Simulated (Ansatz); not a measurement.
# Tantalum, simple cubic under LDA: structure, energy and stiffness

The plan for tantalum in the simple cubic structure: relax it, solve it on a dense k-mesh, switch on spin-orbit coupling, then scale the cell to 7 volumes from 88 to 112 % of the relaxed one and try a fit of the equation of state. The k-meshes are 12×12×12 for the relaxation; 19×19×19 for the dense run; 12×12×12 for spin-orbit coupling; 13×13×13 for the volumes.

This is Ta in the simple cubic structure; at room conditions it is bcc.

Method: DFT LDA (PW92), plane waves (420 eV) with PAW, scalar-relativistic; PAW files made under PBE, frozen cores solved again for the functional, in Ansatz 0.2.0.

### 1 Starting point

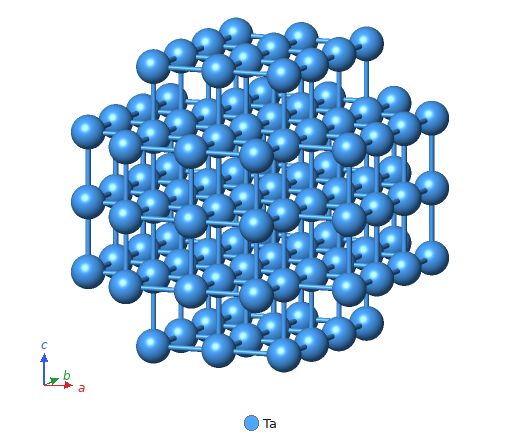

The structure, seen slightly off an axis (tantalum blue). 2×3×2 cells are drawn. Any atoms on the faces are drawn again on the opposite ones, and bonded neighbours outside are added.

As a file:

```cif
data_structure
_symmetry_space_group_name_H-M 'Pm-3m'
_symmetry_Int_Tables_number 221
_cell_length_a 2.6920
_cell_length_b 2.6920
_cell_length_c 2.6920
_cell_angle_alpha 90.000
_cell_angle_beta 90.000
_cell_angle_gamma 90.000
_cell_volume 19.51
loop_
_atom_site_label
_atom_site_type_symbol
_atom_site_symmetry_multiplicity
_atom_site_Wyckoff_symbol
_atom_site_fract_x
_atom_site_fract_y
_atom_site_fract_z
_atom_site_occupancy
Ta1 Ta 1 a 0.00000 0.00000 0.00000 1
```

### 2 Geometry optimisation

File input.yaml:

```yaml
crystal:
  lattice:
    - [2.6919965271, 0.0, 0.0]
    - [0.0, 2.6919965271, 0.0]
    - [0.0, 0.0, 2.6919965271]
  atoms:
    - { symbol: Ta, position: [0.0, 0.0, 0.0] }
hamiltonian:
  xc: lda
  pseudopotentials:
    kind: paw
    azcp:
      Ta: "pseudopotentials/Ta.paw.azcp"
basis:
  ecutwfc: 420
  fft_grid_basis: typed
kpoints:
  mp_grid: { grid: [12, 12, 12], shift: [0, 0, 0] }
magnetization:
  spin_polarized: false
scf:
  occupations: { method: fermi_dirac, width: 0.1 }
relax:
  max_steps: 60
  f_tol: 0.01
  cell: {}
output:
  write_density: true
  write_potential: true
  elf: true
  volumetric_format: npy
```

Log:

```text
Warning: <dir> the record states the generating functional pbe (its physics header spells it `PBE`), which answers neither for hamiltonian.xc's functional nor for the lda family's — results may be inconsistent (PPs are generated against a specific XC)
Warning: RAYON_NUM_THREADS=2 ignored (pool sized by the plan → 2); use --threads N
Engine: ansatz 0.2.0, x86_64-unknown-linux-gnu
Pseudopotentials: kind: paw
Pseudopotential: Ta, paw, valence charge 13, recommended cutoff 420 eV (normal), <dir>
Functional definition: SPW92
  exchange = slater_x
  correlation = pw_c
Crystal: 1 atoms, lattice volume = 19.508 Å³
Basis set: ecut = 420 eV, 389 PW (Γ)
Bands: 11, of which v1, the nominal top of the filled ones, is band 7 counted from 1 (6 counted from 0)
Symmetry: 48 space group operations
Space group: Pm-3m (ITA 221), of the structure as read, at distance tolerance 2.7e-5 Å
k-points: 84 of 1728
Non-local potential: Ta, projectors of the file, l = 0: 3, l = 1: 2, l = 2: 2, l = 3: 1
PAW form: soft (Blöchl's): semilocal exchange-correlation on the pseudo side does not see the compensation charge
PAW frozen core: Ta, regenerated for the run's functional, and the local potential with it (the file was generated under x = pbe(κ = 0.804, μ = 0.2195149727645171), c = pbe(β = 0.06672455060314922))
PAW one-centre angular grid: Ta, 590 points (default); XC on 64 Gauss nodes
Initial density: superposition of atomic densities (neutral atoms: chi_scale 0, normalization atom), corrected by the library's trained network
Initial wavefunctions: pseudopotential atomic-orbital guess
Functional: x = slater, c = lda
SCF iter   1: F=—  HF=-9681.511173 eV  |F-HF|=—  |Δ(HF+E_count)|=         —  Δρ=7.04e-3  dr2=1.11e-2  ethr=1.77e-3  ⟨swp⟩=5.1  Hψ=5363  notcnv=0
preconditioner: auto → none  [metal: Δε(μ)=0.087 eV  Ē_g=7.606 eV  σ=0.100 eV  W_gap=0.21  n_scr=6 (ndim 8)  ℏωp=18.8 eV  f_vac=0.000  D(μ)=0.73/eV (n_scr^D=6)  sad-step TF]
SCF iter   2: F=—  HF=-9681.508338 eV  |F-HF|=—  |Δ(HF+E_count)|=   2.84e-3  Δρ=4.37e-3  dr2=4.53e-3  ethr=8.56e-5  ⟨swp⟩=1.0  Hψ=1596  notcnv=0
SCF iter   3: F=—  HF=-9681.506724 eV  |F-HF|=—  |Δ(HF+E_count)|=   1.61e-3  Δρ=4.03e-4  dr2=2.12e-5  ethr=3.48e-5  ⟨swp⟩=2.0  Hψ=1095  notcnv=0
SCF iter   4: F=—  HF=-9681.506713 eV  |F-HF|=—  |Δ(HF+E_count)|=   1.10e-5  Δρ=5.83e-5  dr2=2.99e-7  ethr=1.63e-7  ⟨swp⟩=2.1  Hψ=1208  notcnv=0
iter 5 did not close the SCF: its close was put off for the readings that it lacked (scf_convergence_deferred on its scf_iter line)
SCF iter   5: F=-9681.506713 eV  HF=-9681.506713 eV  |F-HF|=1.12e-8  |Δ(HF+E_count)|=   2.93e-8  Δρ=8.77e-6  dr2=1.51e-8  ethr=2.30e-9  ⟨swp⟩=2.2  Hψ=1245  notcnv=0
SCF iter   6: F=-9681.506713 eV  HF=-9681.506713 eV  |F-HF|=1.42e-10  |Δ(HF+E_count)|=   5.72e-9  Δρ=2.22e-6  dr2=3.03e-10  ethr=1.16e-10  ⟨swp⟩=5.0  Hψ=4633  notcnv=0
SCF 1 converged in 6 iterations: F = -9681.506713 eV  dr2 = 3.03e-10
relax step   1: F+E_penalty+E_count = -9681.50671300 eV  Δ(F+E_penalty+E_count) = +0.000e0 eV  max|allowed force component| = 0.000e0 eV/Å  Δτ_max = 0.0000 Å  P = -1.528 GPa  Ω = 19.508 Å³  (6 SCF iters, dr2 threshold 1.00e-7 eV, accepted)
Crystal: 1 atoms, lattice volume = 19.054 Å³
Basis set: ecut = 420 eV, 365 PW (Γ)
Initial density: handed on by an earlier stage of this run
Initial wavefunctions: those handed on with the density
iter 1 solved again at ethr=1.61e-6 eV; its pass at ethr=3.10e-3 eV (dr2=2.09e-4 eV) is discarded
SCF iter   1: F=—  HF=-9681.505691 eV  |F-HF|=—  |Δ(HF+E_count)|=         —  Δρ=9.67e-4  dr2=1.80e-4  ethr=1.61e-6  ⟨swp⟩=2.3  Hψ=6638  notcnv=0
preconditioner: auto → none  [metal: Δε(μ)=0.061 eV  Ē_g=7.797 eV  σ=0.100 eV  W_gap=0.15  n_scr=6 (ndim 8)  ℏωp=19.0 eV  f_vac=0.000  D(μ)=0.72/eV (n_scr^D=6)]
SCF iter   2: F=—  HF=-9681.505665 eV  |F-HF|=—  |Δ(HF+E_count)|=   2.58e-5  Δρ=3.48e-4  dr2=1.36e-5  ethr=1.39e-6  ⟨swp⟩=2.0  Hψ=1116  notcnv=0
SCF iter   3: F=—  HF=-9681.505670 eV  |F-HF|=—  |Δ(HF+E_count)|=   4.68e-6  Δρ=8.03e-5  dr2=5.57e-7  ethr=1.05e-7  ⟨swp⟩=2.1  Hψ=1183  notcnv=0
SCF iter   4: F=-9681.505671 eV  HF=-9681.505671 eV  |F-HF|=6.60e-9  |Δ(HF+E_count)|=   9.39e-7  Δρ=7.26e-6  dr2=5.41e-9  ethr=7.69e-10  ⟨swp⟩=8.1  Hψ=4532  notcnv=0
SCF 2 converged in 4 iterations: F = -9681.505671 eV  dr2 = 5.41e-9
relax step   2: F+E_penalty+E_count = -9681.50567077 eV  Δ(F+E_penalty+E_count) = +1.042e-3 eV  max|allowed force component| = 0.000e0 eV/Å  Δτ_max = 0.0000 Å  P = +2.413 GPa  Ω = 19.054 Å³  energy of the carried Pulay correction = +1.026e-4 eV  (4 SCF iters, dr2 threshold 1.00e-7 eV, rejected (line search))
Crystal: 1 atoms, lattice volume = 19.330 Å³
iter 1 solved again at ethr=7.16e-7 eV; its pass at ethr=3.10e-3 eV (dr2=9.31e-5 eV) is discarded
SCF iter   1: F=—  HF=-9681.507637 eV  |F-HF|=—  |Δ(HF+E_count)|=         —  Δρ=5.93e-4  dr2=7.01e-5  ethr=7.16e-7  ⟨swp⟩=2.2  Hψ=6382  notcnv=0
preconditioner: auto → none  [metal: Δε(μ)=0.039 eV  Ē_g=7.696 eV  σ=0.100 eV  W_gap=0.10  n_scr=6 (ndim 8)  ℏωp=18.9 eV  f_vac=0.000  D(μ)=0.73/eV (n_scr^D=6)]
SCF iter   2: F=—  HF=-9681.507626 eV  |F-HF|=—  |Δ(HF+E_count)|=   1.13e-5  Δρ=2.12e-4  dr2=5.30e-6  ethr=5.39e-7  ⟨swp⟩=2.0  Hψ=1111  notcnv=0
SCF iter   3: F=—  HF=-9681.507631 eV  |F-HF|=—  |Δ(HF+E_count)|=   5.37e-6  Δρ=4.86e-5  dr2=2.14e-7  ethr=4.07e-8  ⟨swp⟩=2.2  Hψ=1200  notcnv=0
SCF iter   4: F=—  HF=-9681.507629 eV  |F-HF|=—  |Δ(HF+E_count)|=   2.02e-6  Δρ=4.79e-6  dr2=2.76e-9  ethr=1.65e-9  ⟨swp⟩=2.2  Hψ=1106  notcnv=0
SCF iter   5: F=—  HF=-9681.507629 eV  |F-HF|=—  |Δ(HF+E_count)|=   3.21e-9  Δρ=6.69e-7  dr2=7.45e-11  ethr=2.13e-11  ⟨swp⟩=2.3  Hψ=1424  notcnv=0
SCF iter   6: F=-9681.507629 eV  HF=-9681.507629 eV  |F-HF|=3.64e-12  |Δ(HF+E_count)|=  2.55e-11  Δρ=2.14e-8  dr2=8.65e-14  ethr=1.00e-12  ⟨swp⟩=5.8  Hψ=3534  notcnv=0
SCF 3 converged in 6 iterations: F = -9681.507629 eV  dr2 = 8.65e-14
relax step   3: F+E_penalty+E_count = -9681.50762924 eV  Δ(F+E_penalty+E_count) = -9.162e-4 eV  max|allowed force component| = 0.000e0 eV/Å  Δτ_max = 0.0000 Å  P = -0.032 GPa  Ω = 19.330 Å³  energy of the carried Pulay correction = +4.006e-5 eV  (6 SCF iters, accepted)
Initial wavefunctions: pseudopotential atomic-orbital guess (no wavefunctions were taken with the density)
iter 1 solved again at ethr=3.88e-8 eV; its pass at ethr=3.10e-3 eV (dr2=5.05e-6 eV) is discarded
SCF iter   1: F=—  HF=-9681.507592 eV  |F-HF|=—  |Δ(HF+E_count)|=         —  Δρ=1.09e-5  dr2=2.32e-9  ethr=3.88e-8  ⟨swp⟩=3.2  Hψ=7950  notcnv=0
preconditioner: auto → none  [metal: Δε(μ)=0.041 eV  Ē_g=7.694 eV  σ=0.100 eV  W_gap=0.10  n_scr=6 (ndim 8)  ℏωp=18.9 eV  f_vac=0.000  D(μ)=0.73/eV (n_scr^D=6)]
SCF iter   2: F=—  HF=-9681.507592 eV  |F-HF|=—  |Δ(HF+E_count)|=   3.11e-8  Δρ=5.39e-6  dr2=5.33e-10  ethr=1.78e-11  ⟨swp⟩=2.5  Hψ=1359  notcnv=0
SCF iter   3: F=-9681.507592 eV  HF=-9681.507592 eV  |F-HF|=1.82e-12  |Δ(HF+E_count)|=  1.53e-10  Δρ=2.28e-7  dr2=7.40e-12  ethr=1.00e-12  ⟨swp⟩=4.7  Hψ=4656  notcnv=0
SCF 4 converged in 3 iterations: F = -9681.507592 eV  dr2 = 7.40e-12
relax step   4: F+E_penalty+E_count = -9681.50759154 eV  Δ(F+E_penalty+E_count) = +3.770e-5 eV  max|allowed force component| = 0.000e0 eV/Å  Δτ_max = 0.0000 Å  P = -0.035 GPa  Ω = 19.330 Å³  stress off target by 3.52e-2 GPa  SCF on the basis re-selected at this cell (its energy is not comparable with the rows above)  (3 SCF iters)
basis re-selected at this cell: Δ(F+E_penalty+E_count) = +3.770e-5 eV, ΔP = -0.003 GPa vs the last step (what re-selecting the basis moved, of the pressure what is left beyond the Pulay correction that the steps carried, after the strain that the cell walked since its last selection, with what the two solves' SCF thresholds leave and, on support functions, any second-order correction that the steps lacked; it is no measure of the basis error at this ecutwfc). This SCF's stress stands 3.52e-2 GPa from its target on what of the cell is left free (relax.cell.stress_tol is 5.00e-2 GPa) and its largest allowed force component is 0.00e0 eV/Å (relax.f_tol is 1.00e-2 eV/Å): within both
SCF converged after 3 iterations
Free energy (F): -9681.507592 eV
Harris-Foulkes:  -9681.507592 eV  (|F-HF|=1.82e-12)
Internal energy: -9681.482130 eV  (E = F + TS)
E sigma→0 (E₀):  -9681.494861 eV
Entropy (-TS):   -0.025461 eV (-25.461 meV/atom)
Fermi energy:    16.851877 eV
--- Per-component energies (eV) ---
  E_band       = -127.882193
  E_kinetic    = 366.719228
  E_local      = -642.341701  (includes V_loc(G=0)·N_el)
  E_nonlocal   = 22.328253
  E_hartree    = 223.627657
  E_xc         = -216.455588
  E_vxc        = -203.581428  (∫ρ·V_xc dr)
  E_paw        = -8149.235931  (= ΣΔE_a)
  E_vpaw       = -118.261951  (= ΣTr[D̂ρ^β])
  E_aug_tail   = 0.000159  (compensation charges beyond the density's cutoff)
  E_ewald      = -1286.383110
  E_core_change = 0.258903  (= ΣΔE_core)
  E_smearing   = -0.025461  (= −TS)
  E_closure    = 0.000000  (closes the sum)
  Σ components = -9681.507592   (vs F -9681.507592, Δ=0.00e0)
--- Forces (eV/Å), atoms counted from 1 ---
  atom   1  Ta    -0.00000000    -0.00000000     0.00000000
  max |Σ_I F_I| component: 6.57e-32 eV/Å
--- Stress (GPa, compression-positive) ---
       -0.035198       0.000000       0.000000
        0.000000      -0.035198      -0.000000
        0.000000      -0.000000      -0.035198
  P = ⅓ Tr σ = -0.0352 GPa (-0.352 kbar)
--- Band table (eV; the first three rows and the last of 84) ---
  k-point 0: bands = ["-50.4042", "-16.2690", "-16.2690", "-16.2690", "9.4272", "14.0420", "14.0420", "23.4089", "23.4089", "23.4089", "31.8187"]
  k-point 1: bands = ["-50.3968", "-16.3746", "-16.2602", "-16.2602", "9.6510", "14.1031", "14.2822", "22.9853", "22.9853", "23.4377", "30.7412"]
  k-point 2: bands = ["-50.3764", "-16.6558", "-16.2363", "-16.2363", "10.2530", "14.2750", "14.9713", "22.0181", "22.0181", "23.5173", "28.8608"]
  k-point 83: bands = ["-50.0765", "-17.3200", "-17.3200", "-17.3200", "14.2830", "14.2830", "14.2830", "24.4923", "26.5627", "26.5627", "29.1935"]
--- Relaxed structure (3 steps of the walk, 2 accepted, 1 SCFs on fresh bases) ---
  F+E_penalty+E_count = -9681.50759154 eV   max|allowed force component| = 0.000e0 eV/Å   (the final SCF, on the basis selected at the relaxed cell)
  cell:  # Å, volume = 19.3299 Å³
    - [2.683756143719375, 3.851859888774472e-34, -1.2839532962581572e-34]
    - [3.851859888774472e-34, 2.683756143719375, 0.0]
    - [-1.2839532962581572e-34, 0.0, 2.683756143719375]
  atoms:
    - { symbol: Ta, position: [0.0, 0.0, 0.0] }
```

Wall time 2.6 s (2 threads of an x86-64 CPU, shared host); peak memory 0.32 GiB.

Relaxation path:

```csv
step,energy change (meV/atom),largest force (eV/Å),pressure (GPa),volume (Å³/atom),accepted
1,0.00,0.0000,-1.53,19.508,yes
2,1.04,0.0000,2.41,19.054,no
3,-0.92,0.0000,-0.03,19.330,yes
4,-0.88,0.0000,-0.04,19.330,yes
```

Steps that repeat a cell are solved on a basis chosen anew, so their changes of energy are no gain of the relaxation.

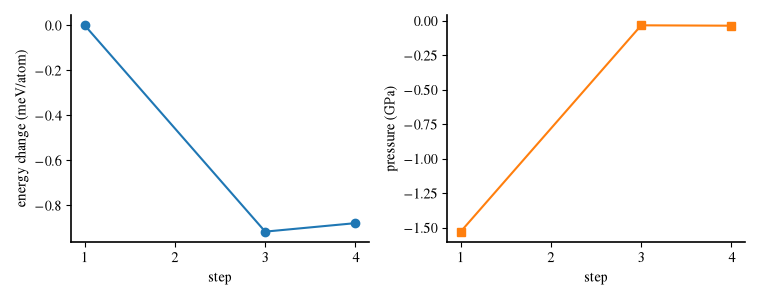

Energy and pressure over the accepted steps.

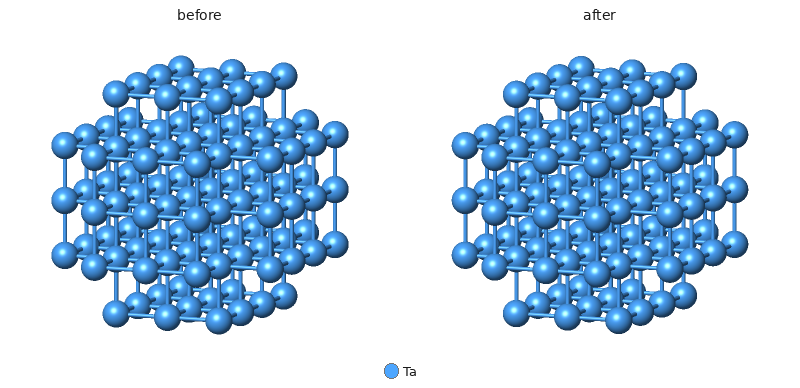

The structure before (left) and after (right), drawn at the same scale. The cells drawn are those of the first picture.

The cell of the run, before and after:

|  | before | after | change |
| --- | --- | --- | --- |
| a (Å) | 2.692 | 2.684 | -0.3 % |
| b (Å) | 2.692 | 2.684 | -0.3 % |
| c (Å) | 2.692 | 2.684 | -0.3 % |
| volume (Å³/atom) | 19.508 | 19.330 | -0.9 % |
| shortest distance (Å) | 2.692 | 2.684 | -0.3 % |
| space group (spins left aside) | Pm-3m | Pm-3m | same |

### 3 Dense single point

File input.yaml:

```yaml
crystal:
  lattice:
    - [2.6837561437, 0.0, 0.0]
    - [0.0, 2.6837561437, 0.0]
    - [0.0, 0.0, 2.6837561437]
  atoms:
    - { symbol: Ta, position: [0.0, 0.0, 0.0] }
hamiltonian:
  xc: lda
  pseudopotentials:
    kind: paw
    azcp:
      Ta: "pseudopotentials/Ta.paw.azcp"
basis:
  ecutwfc: 420
  fft_grid_basis: typed
kpoints:
  mp_grid: { grid: [19, 19, 19], shift: [0, 0, 0] }
magnetization:
  spin_polarized: false
scf:
  occupations: { method: fermi_dirac, width: 0.1 }
```

Log (excerpt; [...] marks lines left out):

```text
Warning: <dir> the record states the generating functional pbe (its physics header spells it `PBE`), which answers neither for hamiltonian.xc's functional nor for the lda family's — results may be inconsistent (PPs are generated against a specific XC)
Warning: RAYON_NUM_THREADS=2 ignored (pool sized by the plan → 2); use --threads N
[...]
Pseudopotentials: kind: paw
Pseudopotential: Ta, paw, valence charge 13, recommended cutoff 420 eV (normal), <dir>
Functional definition: SPW92
[...]
Crystal: 1 atoms, lattice volume = 19.330 Å³
Basis set: ecut = 420 eV, 389 PW (Γ)
Bands: 11, of which v1, the nominal top of the filled ones, is band 7 counted from 1 (6 counted from 0)
Symmetry: 48 space group operations
Space group: Pm-3m (ITA 221), of the structure as read, at distance tolerance 2.7e-5 Å
k-points: 220 of 6859
[...]
SCF iter   1: F=—  HF=-9681.489842 eV  |F-HF|=—  |Δ(HF+E_count)|=         —  Δρ=6.93e-3  dr2=1.11e-2  ethr=1.77e-3  ⟨swp⟩=5.0  Hψ=14010  notcnv=0
[...]
SCF iter   6: F=-9681.485552 eV  HF=-9681.485552 eV  |F-HF|=1.00e-10  |Δ(HF+E_count)|=   6.29e-9  Δρ=2.03e-6  dr2=2.55e-10  ethr=1.21e-10  ⟨swp⟩=1.0  Hψ=6949  notcnv=0
[...]
SCF converged after 6 iterations
Free energy (F): -9681.485552 eV
[...]
E sigma→0 (E₀):  -9681.466068 eV
Entropy (-TS):   -0.038968 eV (-38.968 meV/atom)
Fermi energy:    16.872245 eV
[...]
```

It took 1.4 s on 2 threads of an x86-64 CPU, shared host; peak memory 0.35 GiB.

### 4 With spin-orbit coupling

Changes to input.yaml since step 3:

```diff
@@ -10,3 +10,3 @@
   pseudopotentials:
-    kind: paw
+    kind: paw_fr
     azcp:
@@ -17,5 +17,6 @@
 kpoints:
-  mp_grid: { grid: [19, 19, 19], shift: [0, 0, 0] }
+  mp_grid: { grid: [12, 12, 12], shift: [0, 0, 0] }
 magnetization:
-  spin_polarized: false
+  noncollinear: true
+  spin_orbit: true
 scf:
```

Log (excerpt; [...] marks lines left out):

```text
Warning: <dir> the record states the generating functional pbe (its physics header spells it `PBE`), which answers neither for hamiltonian.xc's functional nor for the lda family's — results may be inconsistent (PPs are generated against a specific XC)
Warning: RAYON_NUM_THREADS=2 ignored (pool sized by the plan → 2); use --threads N
[...]
Pseudopotentials: kind: paw_fr
Pseudopotential: Ta, paw_fr, valence charge 13, recommended cutoff 420 eV (normal), <dir>
Functional definition: SPW92
[...]
non-collinear run that drives no moment, with spin-orbit: no starting moment large enough to seed its density (crystal.atoms[].spin), no starting occupations that ask for one, no magnetisation constraint and no magnetic field, so the semilocal B_xc is pinned to zero
Crystal: 1 atoms, lattice volume = 19.330 Å³
Basis set: ecut = 420 eV, 389 PW (Γ)
Bands: 22, of which v1, the nominal top of the filled ones, is band 13 counted from 1 (12 counted from 0)
Symmetry: 48 space group operations + 48 with time reversal
Magnetic group: BNS 221.93 (UNI 1595), of the structure as read, at distance tolerance 2.7e-5 Å
k-points: 84 of 1728
Projection manifold: j_resolved (fully-relativistic pseudo-atomic orbitals)
[...]
SCF iter   1: F=—  HF=-9703.171215 eV  |F-HF|=—  |Δ(HF+E_count)|=         —  Δρ=3.98e-2  dr2=1.47e-1  dr2_m=0.00e0 (ungated)  ethr=3.10e-3  |M|=0.00e0 ∫|m|=0.00e0 μB  |m|>n=0.0e0 m-floor=0.0e0 τ_xc=0.0e0  β_m=0.30  ⟨swp⟩=6.4  Hψ=4860  notcnv=0  defer=6
[...]
SCF iter   6: F=-9703.148566 eV  HF=-9703.148566 eV  |F-HF|=6.73e-10  |Δ(HF+E_count)|=   2.96e-8  Δρ=3.52e-6  dr2=1.11e-9  dr2_m=0.00e0 (ungated)  ethr=6.28e-10  |M|=0.00e0 ∫|m|=0.00e0 μB  |m|>n=0.0e0 m-floor=0.0e0 τ_xc=0.0e0  ⟨swp⟩=1.0  Hψ=2593  notcnv=0
[...]
SCF converged after 6 iterations
Magnetization: |M| = 0.0000 μB,  M = (+0.0000, +0.0000, +0.0000) μB
Absolute magnetization: 0.0000 μB (∫|m|)
  site 0: m = (+0.0000, +0.0000, +0.0000) μB, |m| = 0.0000 μB  (R = 1.11 Å)
Free energy (F): -9703.148566 eV
[...]
E sigma→0 (E₀):  -9703.135656 eV
Entropy (-TS):   -0.025819 eV (-25.819 meV/atom)
Fermi energy:    16.842274 eV
[...]
```

Wall time 2 s (2 threads of an x86-64 CPU, shared host); peak memory 0.39 GiB.

Side by side:

```
                          scalar-relativistic      with spin-orbit coupling
         k-mesh                      19×19×19                      12×12×12
gap on the mesh  none (levels filled in part)  none (levels filled in part)
```

The meshes differ, so small differences between the columns need not come from spin-orbit coupling.

(Part 1 of 2 ends here.)
